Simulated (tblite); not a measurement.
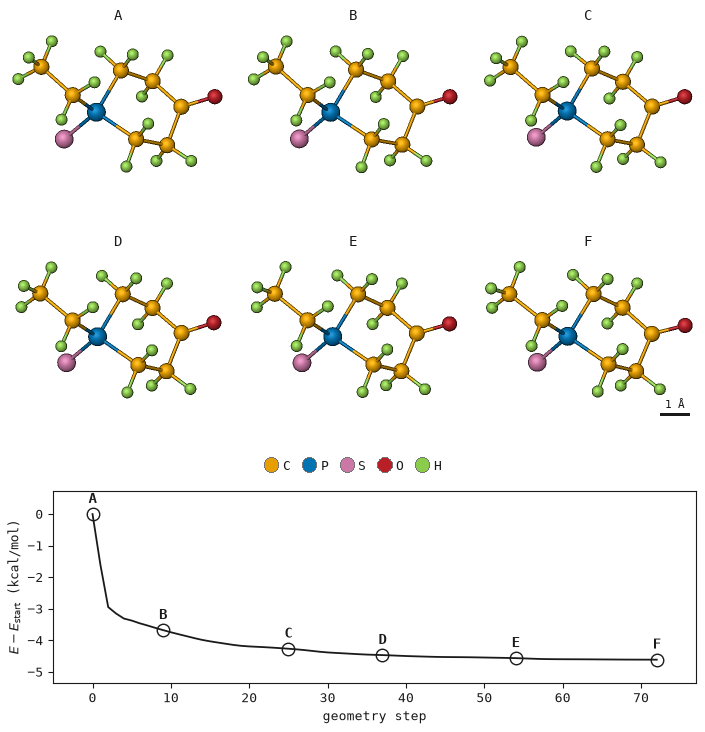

Frames of a relaxation of C$_{7}$H$_{13}$OPS, marked on the history of the run. The picture is a ball-and-stick view, seen at a tilt.

The calculation used GFN2-xTB geometry optimisation, gas phase in tblite. 

> What happens along the run?

The largest move after the best rigid fit is that of an H atom, 0.36 Å. Largest moves by element: H 0.36 Å, O 0.18 Å, S 0.15 Å, C 0.15 Å, P 0.11 Å. Some distances before and after: C–P 1.805 → 1.847 Å, C–O 1.239 → 1.204 Å, C–C 1.500 → 1.522 Å, P–S 1.955 → 1.937 Å. Bond angles that change, for instance: C–C–P 115.5° → 110.1°, P–C–C 111.8° → 107.8°, C–C–H 111.6° → 108.7°. The energy falls by 4.61 kcal/mol in 72 geometry steps. From step 0 to 9: H atoms move most (0.06 Å), energy −3.67 kcal/mol. From step 9 to 25: an H atom moves most (0.10 Å), energy −0.59 kcal/mol. From step 25 to 37: an H atom moves most (0.11 Å), energy −0.20 kcal/mol. From step 37 to 54: the O atom moves most (0.09 Å), energy −0.10 kcal/mol. From step 54 to 72: the O atom moves most (0.11 Å), energy −0.05 kcal/mol.

```json
{"step": "0", "E − E(0), kcal/mol": "0.00"}
{"step": "1", "E − E(0), kcal/mol": "-1.60"}
{"step": "2", "E − E(0), kcal/mol": "-2.95"}
{"step": "3", "E − E(0), kcal/mol": "-3.15"}
{"step": "4", "E − E(0), kcal/mol": "-3.31"}
{"step": "5", "E − E(0), kcal/mol": "-3.37"}
{"step": "6", "E − E(0), kcal/mol": "-3.46"}
{"step": "7", "E − E(0), kcal/mol": "-3.53"}
{"step": "8", "E − E(0), kcal/mol": "-3.60"}
{"step": "9", "E − E(0), kcal/mol": "-3.67"}
{"step": "10", "E − E(0), kcal/mol": "-3.74"}
{"step": "13", "E − E(0), kcal/mol": "-3.93"}
{"step": "17", "E − E(0), kcal/mol": "-4.11"}
{"step": "20", "E − E(0), kcal/mol": "-4.19"}
{"step": "23", "E − E(0), kcal/mol": "-4.23"}
{"step": "26", "E − E(0), kcal/mol": "-4.28"}
{"step": "30", "E − E(0), kcal/mol": "-4.38"}
{"step": "33", "E − E(0), kcal/mol": "-4.42"}
{"step": "36", "E − E(0), kcal/mol": "-4.46"}
{"step": "39", "E − E(0), kcal/mol": "-4.49"}
{"step": "43", "E − E(0), kcal/mol": "-4.52"}
{"step": "46", "E − E(0), kcal/mol": "-4.53"}
{"step": "49", "E − E(0), kcal/mol": "-4.54"}
{"step": "52", "E − E(0), kcal/mol": "-4.55"}
{"step": "56", "E − E(0), kcal/mol": "-4.58"}
{"step": "59", "E − E(0), kcal/mol": "-4.60"}
{"step": "62", "E − E(0), kcal/mol": "-4.60"}
{"step": "65", "E − E(0), kcal/mol": "-4.60"}
{"step": "69", "E − E(0), kcal/mol": "-4.61"}
{"step": "72", "E − E(0), kcal/mol": "-4.61"}
```
